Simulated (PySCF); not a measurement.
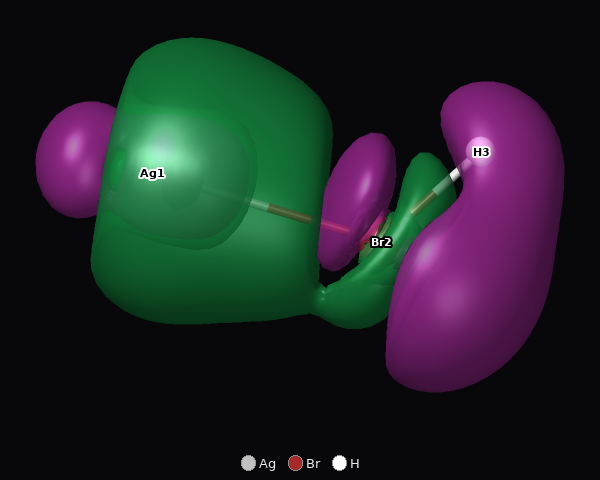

Figure 1: AgBrH, charge +1, SMILES `[Ag+].Br`. Density of the complex less the densities of the two fragments at the same geometry, ±0.01 e/Å³ (green: gain, purple: loss). Fragment A: Ag(+1) (atom 1); fragment B: HBr.

Level of theory: CAM-B3LYP/def2-TZVP (PySCF), at a geometry from GFN2-xTB. Core potentials replace the inner electrons of Ag; spin–orbit coupling isn't included. GFN2-xTB bond lengths at metals and heavier atoms can be off by up to 0.1 Å and shapes distorted, which carries into these values.

Geometry (Å), atoms numbered from 1:

```
Ag1      1.1019   -0.0073    0.0000
Br2     -1.4179    0.0427    0.0000
H3      -2.1656   -1.1517    0.0000
```

Q: How is the density rearranged on binding?

A: Hirshfeld charges show 0.166 e passing from B to A. By Hirshfeld charges, electrons gather most on Ag1 (−0.166 e) and leave Br2 most (+0.100 e); 0.36 e is displaced in all.

Q: What is the interaction energy, and which contacts carry it?

A: The counterpoise-corrected interaction energy of the frozen fragments is −21.6 kcal/mol without dispersion correction and −22.7 kcal/mol with D3(BJ). D3 uses neutral-atom coefficients and tends to overbind metal cations. The pair geometry is semi-empirical, not a minimum at this level. Contacts: Ag1···Br2, strong, partly covalent contact, 2.52 Å, ρ = 0.061 a.u. The pose is a local one from a semi-empirical search, not shown to be the most stable.

The PySCF run took 18 s on 1 thread of Arm Neoverse V1, on a shared host, peak memory 0.4 GiB.
